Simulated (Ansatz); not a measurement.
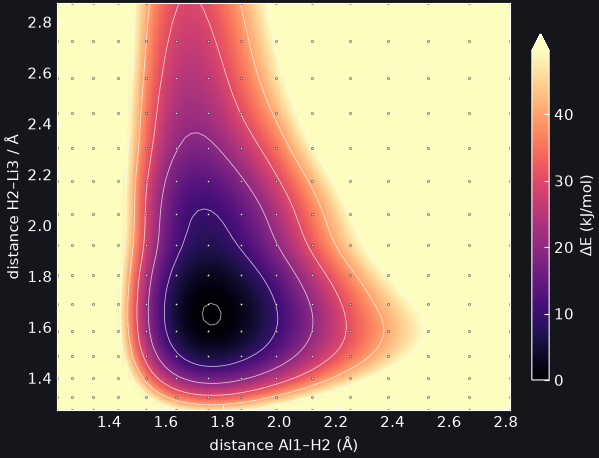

The system Al + HLi, spin multiplicity 2. First axis: distance Al1–H2. Second axis: distance H2–Li3. Nothing is relaxed (the angle Al1–H2–Li3 is fixed at 180 degrees). Grid: 15 × 15 points. Points are written as (first, second). All energies are given in kJ/mol relative to the lowest grid point. Level of theory: UKS PBE0-D4/def2-SVPD (Ansatz 0.2.0).

The picture shows a smooth colour map with a few white contour lines, dots at the grid points, one colour for all values above the top of the scale. Between grid points the surface is interpolated.

Question: Where is the minimum, and how stiff is the well along each coordinate?

Answer: The interpolated minimum is at distance Al1–H2 ≈ 1.761 Å, distance H2–Li3 ≈ 1.649 Å. The curvatures there are about 5.8 eV/Å² and 3.6 eV/Å², with a cross term of about 0.2 eV/Å². Round the minimum the two coordinates are nearly uncoupled. (1 eV is 96.5 kJ/mol.)
